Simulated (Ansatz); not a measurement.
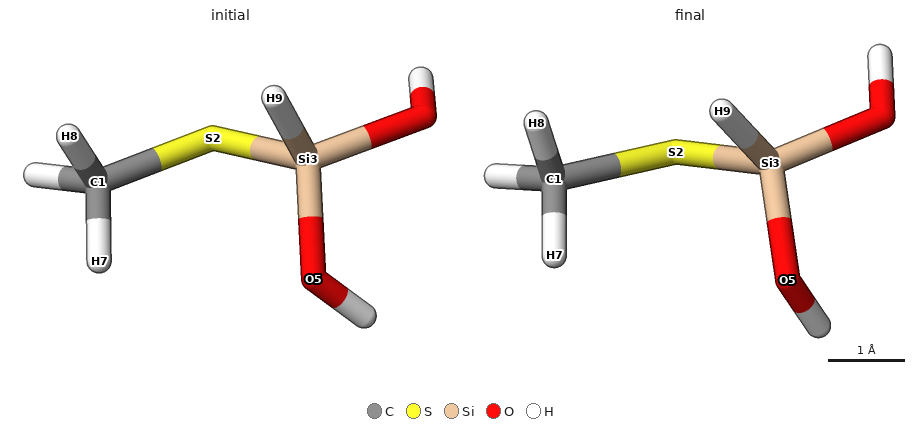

The structure of CH6O2SSi (coarse preliminary run) before (left) and after (right) a relaxation, at one scale.

Style: stick. Shown at a tilt.

The start comes from a force field.

Method: Ansatz, RKS PBE-D4/def2-SVP. (force threshold 0.03 eV/Å; at most 200 steps)

Q: What changed between the two?

A: The atom that moves furthest after the best rigid fit is an H atom (0.35 Å). Largest moves by element: H 0.35 Å, S 0.25 Å, O 0.23 Å, Si 0.11 Å, C 0.06 Å. Some distances before and after: C–S 1.745 → 1.840 Å, H–O 0.913 → 0.973 Å, S–Si 2.105 → 2.155 Å, O–Si 1.723 → 1.674 Å. Bond angles that change, for instance: O–Si–H 112.0° → 103.4°, O–Si–H 108.1° → 114.9°, S–Si–O 108.9° → 114.5°. Groups turn about O–Si by about 30°, O–Si by about 30°. After 14 accepted moves (17 points after the start) the energy has fallen by 44.9 kJ/mol. Largest force component: 3.4 eV/Å at the start, 0.012 eV/Å at the end. The line search rejected the trial steps at points 3, 9, 11 of the run.
